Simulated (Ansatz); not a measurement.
# C2H3F3O: geometry and frequencies at several levels

Aim: geometry and frequencies at several levels, for C2H3F3O, with the cost of each level.

Program: Ansatz 0.2.0. Level of theory: the levels named in each step. These are calculated values, not measurements.

**1. The structure to begin with**

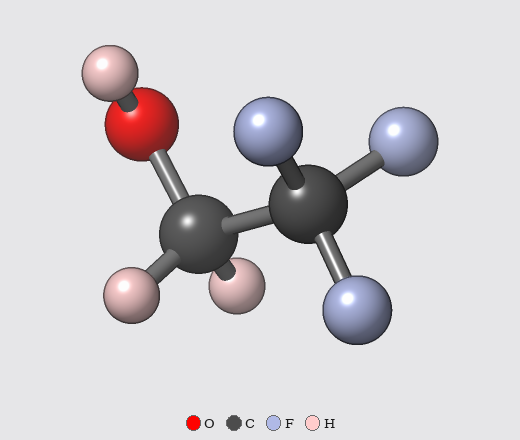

Start, viewed from a chosen angle; oxygen red, carbon dark grey, fluorine light blue, hydrogen pink.

As a file:

```xyz
9

O     1.9972   -0.2865    0.4651
C     1.0063   -0.6240   -0.4513
C    -0.3409    0.0126   -0.0967
F    -1.2682   -0.2470   -1.0282
F    -0.8276   -0.4050    1.0733
F    -0.2321    1.3514   -0.0164
H     2.1031    0.6731    0.5035
H     0.8928   -1.7104   -0.4188
H     1.2527   -0.3120   -1.4770
```

**2. A rough first relaxation, PBE-D4/def2-SVP**

Input file input.yaml:

```yaml
crystal:
  periodic: [false, false, false]
  atoms:
    - { symbol: O, position_ang: [1.9972, -0.2865, 0.46513] }
    - { symbol: C, position_ang: [1.00625, -0.62405, -0.45131] }
    - { symbol: C, position_ang: [-0.34095, 0.01265, -0.09672] }
    - { symbol: F, position_ang: [-1.26822, -0.24701, -1.02824] }
    - { symbol: F, position_ang: [-0.82759, -0.40504, 1.07326] }
    - { symbol: F, position_ang: [-0.23212, 1.35143, -0.01639] }
    - { symbol: H, position_ang: [2.10315, 0.67311, 0.50348] }
    - { symbol: H, position_ang: [0.89281, -1.71039, -0.41882] }
    - { symbol: H, position_ang: [1.25267, -0.31195, -1.47697] }
basis:
  gaussian: { orbitals: def2-SVP }
hamiltonian:
  xc: pbe
  dispersion: d4
relax:
  f_tol: 0.03
  max_steps: 200
```

The run is started by

```sh
ansatz run input.yaml --threads 4 --pin off --max-ram 10240MiB --backend cpu --events-out ev --progress --plain --runs-dir out
```

Further steps of the session: Relaxation, HF/STO-3G; Frequencies, HF/STO-3G; Relaxation, HF/6-31G*; Frequencies, HF/6-31G*; Relaxation, LDA/def2-SVP; Frequencies, LDA/def2-SVP; Relaxation, PBE-D4/def2-SVP; Frequencies, PBE-D4/def2-SVP.

Before running it: what results should come out? Wanted: O1–C2 at PBE-D4/def2-SVP; C2–C3 at PBE-D4/def2-SVP; C3–F4 at PBE-D4/def2-SVP; frequencies at PBE-D4/def2-SVP.

As calculated:

| quantity | value |
| --- | --- |
| O1–C2 at PBE-D4/def2-SVP | 1.401 Å |
| C2–C3 at PBE-D4/def2-SVP | 1.525 Å |
| C3–F4 at PBE-D4/def2-SVP | 1.352 Å |
| frequencies at PBE-D4/def2-SVP | 112 to 3690 cm⁻¹ |

What this shows: The O–C distance spreads over 0.049 Å, from LDA/def2-SVP (shortest) to HF/STO-3G. No mode is imaginary, so the geometry is a minimum.
